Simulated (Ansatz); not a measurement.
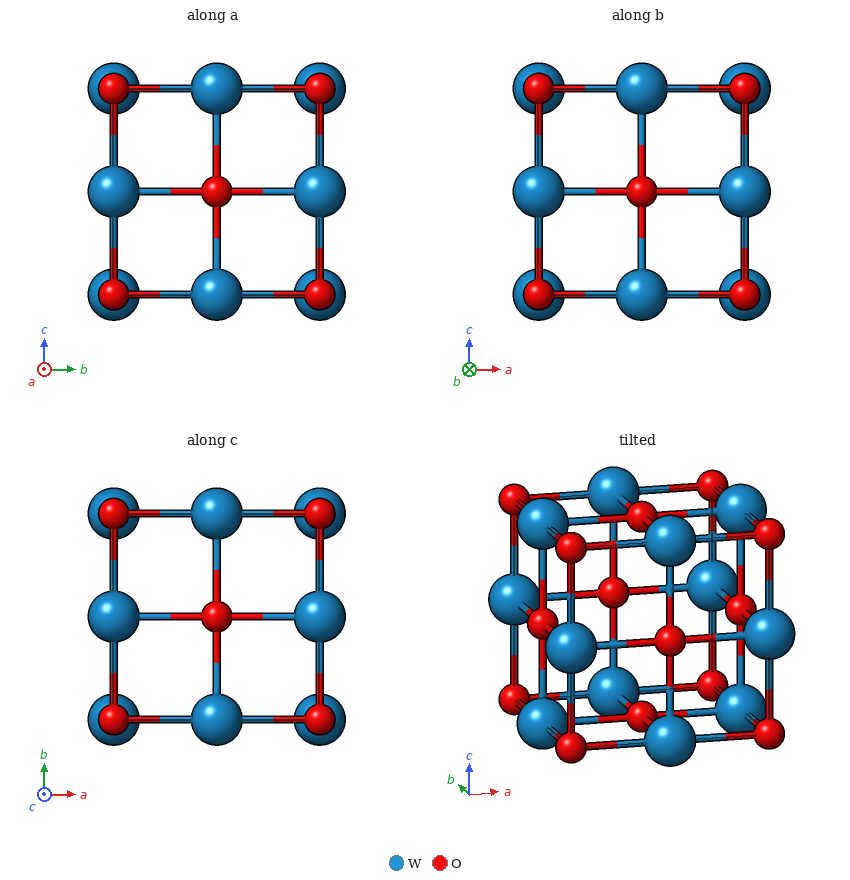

View along the a axis, along the b axis, along the c axis and slightly off an axis, drawn as a ball-and-stick model. One conventional unit cell is framed, with atoms on its boundary repeated.

Lattice parameters: a = 4.2841 Å, b = 4.2841 Å, c = 4.2841 Å, α = 90.000°, β = 90.000°, γ = 90.000°.

Reconstruct the structure as a CIF in P1 with every atom of the cell.

```cif
data_structure
_symmetry_space_group_name_H-M 'P 1'
_symmetry_Int_Tables_number 1
_cell_length_a 4.2841
_cell_length_b 4.2841
_cell_length_c 4.2841
_cell_angle_alpha 90.000
_cell_angle_beta 90.000
_cell_angle_gamma 90.000
_cell_volume 78.63
loop_
_atom_site_label
_atom_site_type_symbol
_atom_site_fract_x
_atom_site_fract_y
_atom_site_fract_z
_atom_site_occupancy
W1 W 0.0000 0.0000 0.5000 1
W2 W 0.5000 0.0000 0.0000 1
W3 W 0.0000 0.5000 0.0000 1
O1 O 0.0000 0.0000 0.0000 1
O2 O 0.0000 0.5000 0.5000 1
O3 O 0.5000 0.0000 0.5000 1
O4 O 0.5000 0.5000 0.0000 1
```

The model was built from a structure type filled with these elements by a generator (whether the compound takes this form wasn't checked). A relaxation with DFT PBE, scalar-relativistic, plane waves, PAW (Ansatz) gave the geometry drawn.
